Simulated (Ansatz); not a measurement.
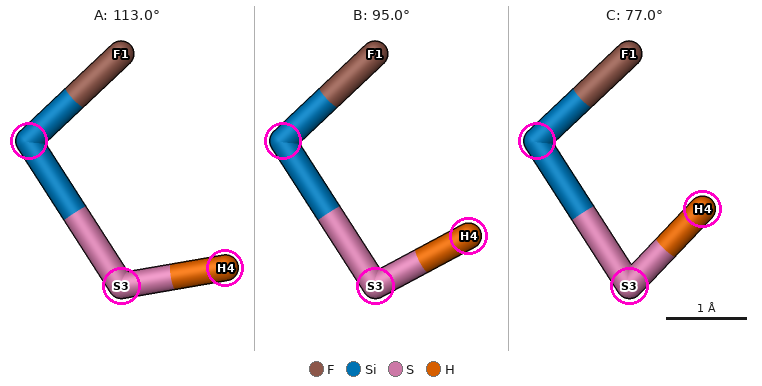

A scan of SiHSF: the H–S–Si angle is varied, with the rest of the molecule carried along rigidly. A stick model, seen onto the plane of the angle. The ringed atoms are those of the scanned coordinate.

Level of theory: B3LYP-D4 (def2-TZVPP, Ansatz), on geometries moved rigidly from the minimum at PBE0-D4/def2-TZVP. Energies are counted from the PBE0-D4/def2-TZVP minimum geometry at the same level.

Order these geometries by energy, lowest first.

Lowest first: B (the angle 95.0°, 0.0 meV), A (the angle 113.0°, 101.5 meV), C (the angle 77.0°, 156.4 meV). Over the whole scan: the lowest computed point lies at the angle 95.0° (0.0 meV). The end points stand at 156.4 meV (77.0°) and 101.5 meV (113.0°). The curvature at the lowest point is about 2.6 eV/rad².
